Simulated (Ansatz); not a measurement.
Computed energy over volume and axial ratio: MgH2 (rutile)

MgH2 (rutile)

```yaml
crystal:
  lattice:
    - [4.48445, 0.00000, 0.00000]
    - [0.00000, 4.48445, 0.00000]
    - [0.00000, 0.00000, 2.99665]
  atoms:
    - { symbol: Mg, position: [0.50000, 0.50000, 0.50000] }
    - { symbol: Mg, position: [0.00000, 0.00000, 0.00000] }
    - { symbol: H, position: [0.69533, 0.69533, 0.00000] }
    - { symbol: H, position: [0.30467, 0.30467, 0.00000] }
    - { symbol: H, position: [0.80467, 0.19533, 0.50000] }
    - { symbol: H, position: [0.19533, 0.80467, 0.50000] }
```

Grid over V/V₀ and (c/a)/(c/a)₀, subscript 0 meaning the relaxed cell; the conventional c axis lies along z; no internal relaxation.

The numbers are results of r2SCAN (plane waves to 500 eV, PAW, scalar-relativistic; Ansatz, a quantum-chemistry and plane-wave program), not measurements. k mesh 8×8×11 (Γ-centred), Fermi-Dirac smearing 0.05 eV. Energies are smeared free energies. As the atoms are clamped, bonds stretch with the cell, which overstates energies and stresses. MgH2 was relaxed with its symmetry unable to fall. ΔE is measured from the relaxed starting cell.

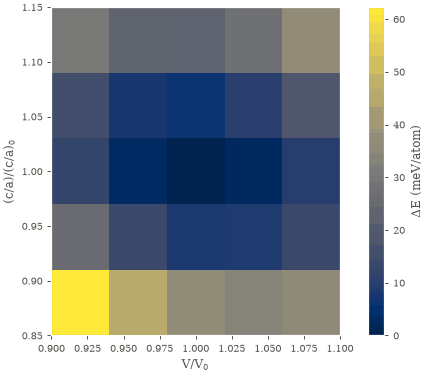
ΔE (meV/atom) over the 5×5 grid of computed points.

The modulus against c/a change at fixed volume, (3/4V)·∂²E/∂(ln c/a)² (fit, atoms clamped) comes out as 48 GPa, an upper bound as the atoms could relax. Highest place on the grid: V/V₀ = 0.920, (c/a)/(c/a)₀ = 0.880 (62.3 meV/atom). Lowest place on the grid: V/V₀ = 1.000, (c/a)/(c/a)₀ = 1.000 (0.0 meV/atom).

Near the relaxed cell σzz − σxx = −2Cδ (compression positive), C being this modulus and δ the logarithm of the ratio.

(A scan under strain: stresses follow from slopes of the energy per volume, elastic moduli from its curvatures.)
